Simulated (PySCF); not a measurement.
# C8H7N: reorganisation energies

Wanted: reorganisation energies for C8H7N (`c1ccn2cccc2c1`).

Computed with PySCF 2.14.0 and routines of our own; the level stands in each step. Atoms count from 0.

### Step 1. The starting structure

16 atoms, charge 0, multiplicity 1; geometry from: GFN2-xTB.

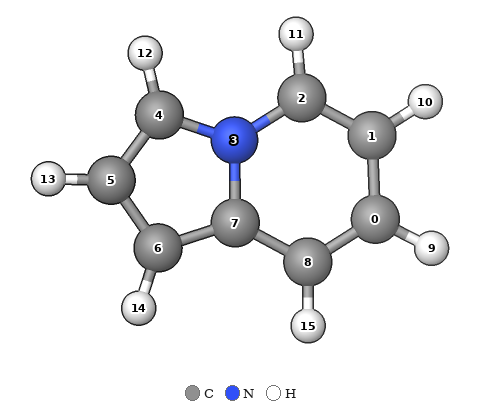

The starting geometry (carbon grey, nitrogen blue, hydrogen white).

### Step 2. Relaxing the molecule at PBE/def2-SV(P)

What the job is given:

```
{"job": {"xc": "PBE", "basis": "def2-SV(P)", "grid": 1, "kind": "geom"}, "charge": 0, "multiplicity": 1}
C      2.159831    -0.391043     0.060767
C      1.920352     1.001880    -0.016998
C      0.649319     1.475887    -0.064439
N     -0.401640     0.615744    -0.038817
C     -1.728511     0.869218    -0.076989
C     -2.403877    -0.331834    -0.029453
C     -1.461027    -1.358632     0.040823
C     -0.207312    -0.765259     0.035293
C      1.108054    -1.258505     0.086449
H      3.175898    -0.751390     0.098983
H      2.750400     1.689164    -0.038729
H      0.411331     2.527757    -0.123691
H     -2.106855     1.870914    -0.135060
H     -3.470201    -0.448201    -0.044434
H     -1.656567    -2.410963     0.089383
H      1.253205    -2.325791     0.145503
```

The run is started by

```bash
$ OMP_NUM_THREADS=1 python excited_run.py task.json out
```

The driver reads the jobs from task.json and runs them one after another.

Standard output:

```text
step   0  E = -363.06607789  max force = 0.018386
step   1  E = -363.07275320  max force = 0.003404
step   2  E = -363.07278904  max force = 0.000587
step   3  E = -363.07278085  max force = 0.001446
step   4  E = -363.07279114  max force = 0.000399
optimisation converged
```

Wall time 64 s (1 thread of Arm Neoverse V1, shared host); peak memory 0.57 GiB.

Along the way:

```
step  energy from step 0 (eV)  largest force component (eV/Å)
   0                   0.0000                          0.9454
   1                  -0.1816                          0.1750
   2                  -0.1826                          0.0302
   3                  -0.1824                          0.0744
   4                  -0.1827                          0.0205
```

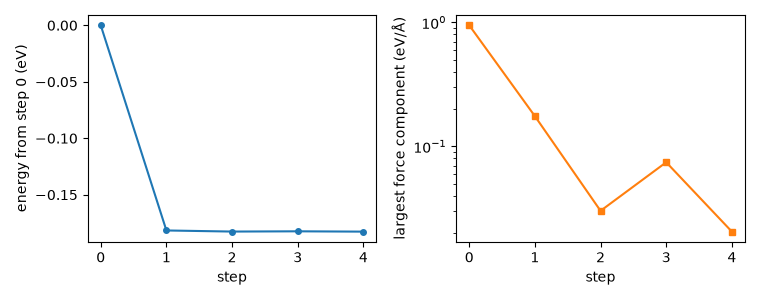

Energy and force, step by step.

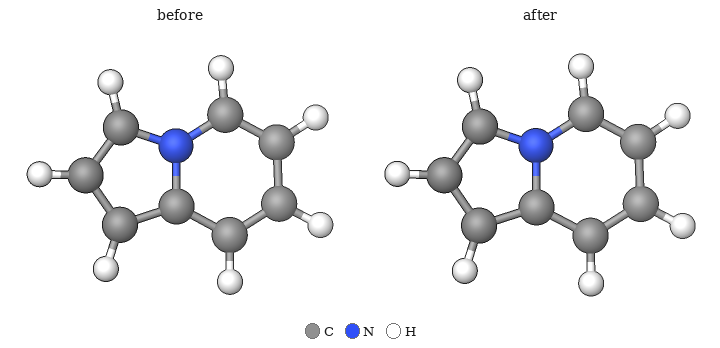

The geometry before (left) and after (right).

Close pairs (by a distance rule), those that changed most:

```
  bond  before (Å)  after (Å)  change (Å)
 N3–C7       1.397      1.425      +0.028
 N3–C4       1.351      1.377      +0.026
C5–H13       1.073      1.098      +0.026
C6–H14       1.071      1.097      +0.025
C4–H12       1.072      1.097      +0.025
C1–H10       1.078      1.101      +0.023
C8–H15       1.079      1.102      +0.023
 C0–H9       1.079      1.101      +0.023
```

The final coordinates are the input of the step that follows.

```
                         at the end point                value
  point group (found at 0.08 Å tolerance)                   Cs
rotational constants (GHz, main isotopes)  3.893, 1.658, 1.163
                        dipole moment (D)                 1.09
```

### Step 3. Relaxation after adding or removing an electron (C₈H₇N+ (doublet)): UKS PBE/def2-SV(P)

What the job is given:

```
{"job": {"kind": "ionopt", "ions": [1], "xc": "PBE", "basis": "def2-SV(P)", "grid": 1}, "charge": 1, "multiplicity": 2}
C      2.231311    -0.377325     0.331693
C      1.986527     1.030773     0.254278
C      0.697296     1.510944     0.206150
N     -0.369317     0.635988     0.231573
C     -1.720671     0.899641     0.192781
C     -2.400467    -0.320923     0.243563
C     -1.447193    -1.366237     0.314847
C     -0.172665    -0.773387     0.307917
C      1.161948    -1.257642     0.357281
H      3.265814    -0.753341     0.370487
H      2.821548     1.747600     0.232608
H      0.441256     2.579915     0.146249
H     -2.088383     1.931266     0.132543
H     -3.492987    -0.432984     0.229061
H     -1.643635    -2.444185     0.366758
H      1.318750    -2.346355     0.416602
```

With the program's defaults for keys left out, this is: UKS PBE/def2-SV(P) geometry optimisation of the ion from the geometry of its parent, gas phase.

Standard output:

```text
step       E/Eh        max force   <S^2>
  0    -362.80657717   0.053432   0.7598
  1    -362.79870020   0.027849   0.7613
  2    -362.80371744   0.022920   0.7608
  3    -362.81067336   0.010899   0.7604
  4    -362.81138018   0.012920   0.7600
  5    -362.81251401   0.005616   0.7601
  6    -362.81270035   0.003347   0.7602
  7    -362.81276898   0.001437   0.7601
  8    -362.81276323   0.002186   0.7601
  9    -362.81279079   0.000378   0.7601
 10    -362.81279211   0.000116   0.7601
optimisation converged
```

Run time: 3.4 min. Hardware: 1 thread of Arm Neoverse V1, shared host; peak memory 0.6 GiB.

Key values:

```
             quantity    value
geometry moved (RMSD)  0.015 Å
                 ⟨S²⟩    0.760
```

Bonds of the start that changed most:

```
 bond  start (Å)  end (Å)
C6–C7      1.406    1.441
N3–C4      1.377    1.406
C8–C0      1.385    1.412
C7–N3      1.425    1.400
C7–C8      1.421    1.397
C0–C1      1.431    1.409
```

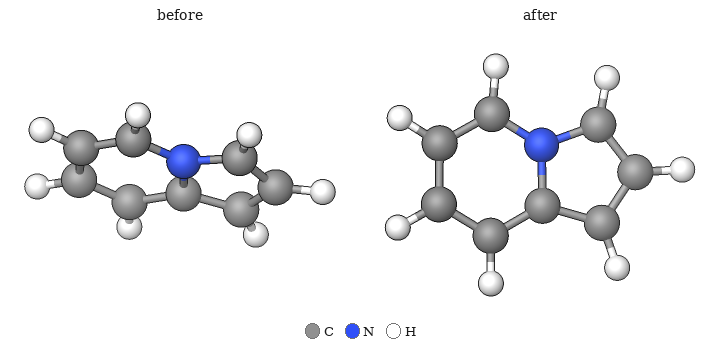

Before and after.

Mulliken spin populations:

C0 0.15; C1 -0.01; C2 0.19; N3 -0.03; C4 0.41; C5 -0.15; C6 0.41; C7 0.01; C8 0.08; H9 -0.01; H10 0.00; H11 -0.01; H12 -0.02; H13 0.00; H14 -0.02; H15 0.00

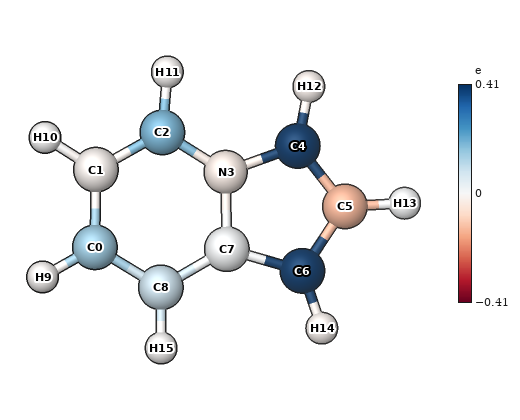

Mulliken spin populations, as colours on the atoms.

### Step 4. Reorganisation energies: UKS PBE/def2-SV(P)

Settings changed since step 3:

```diff
@@ -1,2 +1,2 @@
-{"job": {"kind": "ionopt", "ions": [1], "xc": "PBE", "basis": "def2-SV(P)", "grid": 1}, "charge": 1, "multiplicity": 2}
+{"job": {"kind": "reorg", "ions": [1, -1], "xc": "PBE", "basis": "def2-SV(P)", "grid": 1}, "charge": 0, "multiplicity": 1}
 C      2.231311    -0.377325     0.331693
```

Level: UKS PBE/def2-SV(P) four-point reorganisation energy, gas phase.

Standard output:

```text
final grid: 63864 points
cycle   1  E = -362.9824885376  dE =  1.235e+00  |g| = 5.583e-01  |ddm| = 4.941e+00
cycle   2  E = -362.7449615006  dE =  2.375e-01  |g| = 1.084e+00  |ddm| = 1.894e+00
cycle   3  E = -363.0449975311  dE = -3.000e-01  |g| = 3.097e-01  |ddm| = 1.465e+00
cycle   4  E = -363.0721314704  dE = -2.713e-02  |g| = 4.740e-02  |ddm| = 4.121e-01
cycle   5  E = -363.0722329683  dE = -1.015e-04  |g| = 4.367e-02  |ddm| = 1.041e-01
cycle   6  E = -363.0727727580  dE = -5.398e-04  |g| = 8.245e-03  |ddm| = 5.943e-02
cycle   7  E = -363.0727895140  dE = -1.676e-05  |g| = 2.607e-03  |ddm| = 1.244e-02
cycle   8  E = -363.0727911042  dE = -1.590e-06  |g| = 3.840e-04  |ddm| = 2.719e-03
cycle   9  E = -363.0727911390  dE = -3.482e-08  |g| = 1.283e-04  |ddm| = 5.553e-04
cycle  10  E = -363.0727911430  dE = -3.965e-09  |g| = 4.737e-05  |ddm| = 1.810e-04
cycle  11  E = -363.0727911433  dE = -3.221e-10  |g| = 3.267e-05  |ddm| = 8.019e-05
cycle  12  E = -363.0727911435  dE = -2.570e-10  |g| = 8.180e-06  |ddm| = 4.084e-05
converged SCF energy = -363.0727911435

hole transfer: vertical 7.1697 eV, relaxation of the ion converged
  adiabatic 7.0749 eV, lambda(ion) 0.0947, lambda(parent) 0.0976, total 0.1923 eV

electron transfer: vertical -1.0676 eV, relaxation of the ion skipped
```

Wall time 36 s (1 thread of Arm Neoverse V1, shared host); peak memory 0.59 GiB.

### Step 5. Summary of results

```
                                               quantity                 value
                                            point group                    Cs
                   rotational constants (main isotopes)  3.89, 1.66, 1.16 GHz
     geometry moved (RMSD) (step 3, UKS PBE/def2-SV(P))               0.015 Å
hole reorganisation energy (step 4, UKS PBE/def2-SV(P))             0.1923 eV
```

In words: Over 4 steps the energy fell by 0.183 eV; of the close pairs, N3–C7 changed most, 1.397 to 1.425 Å. No frequency check was run at this level, so the end point may be a saddle. In step 3 (relaxation after adding or removing an electron), among the bonds C6–C7 changes most, from 1.406 to 1.441 Å.
